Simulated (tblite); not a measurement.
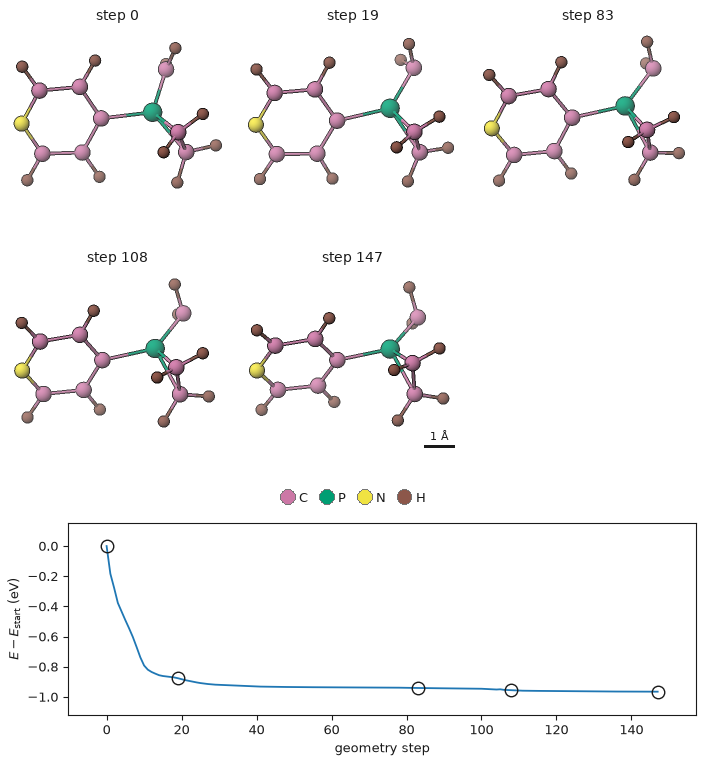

Frames of a relaxation of C$_{8}$H$_{10}$NP, marked on the history of the run. The picture is a ball-and-stick view, seen face on.

The calculation used tblite, GFN2-xTB geometry optimisation, gas phase. 

Q: Describe the path.

A: After 147 geometry steps the energy has fallen by 0.965 eV. An H atom moves most after the best rigid fit: 1.04 Å. By element the largest moves are H 1.04 Å, C 0.78 Å, P 0.20 Å, N 0.17 Å. Among the contacts that change: C–P 1.621 → 1.721 Å, C–P 1.774 → 1.859 Å, C–H 1.128 → 1.081 Å, C–P 1.779 → 1.807 Å. Among the angles between lasting bonds that change: C–P–C 113.9° → 136.8°, C–P–C 123.1° → 104.4°, H–C–H 124.5° → 109.1°. Groups turn about C–P by about 40°. The run took 1 s on 1 thread of Intel(R) Xeon(R) 6975P-C (shared host). From step 0 to 19: a C atom moves most (0.44 Å), energy −0.876 eV. From step 19 to 83: an H atom moves most (0.40 Å), energy −0.065 eV. From step 83 to 108: an H atom moves most (0.42 Å), energy −0.015 eV. From step 108 to 147: H atoms move most (0.41 Å), energy −0.010 eV.

```csv
step,"E − E(0), eV"
0,0.0000
1,-0.1834
2,-0.2768
3,-0.3771
4,-0.4343
5,-0.4912
6,-0.5455
7,-0.6029
8,-0.6693
9,-0.7378
10,-0.7918
17,-0.8671
24,-0.9038
32,-0.9220
39,-0.9301
46,-0.9336
53,-0.9352
60,-0.9366
68,-0.9374
75,-0.9382
82,-0.9403
89,-0.9426
97,-0.9441
104,-0.9509
111,-0.9588
118,-0.9608
125,-0.9624
133,-0.9641
140,-0.9647
147,-0.9652
```
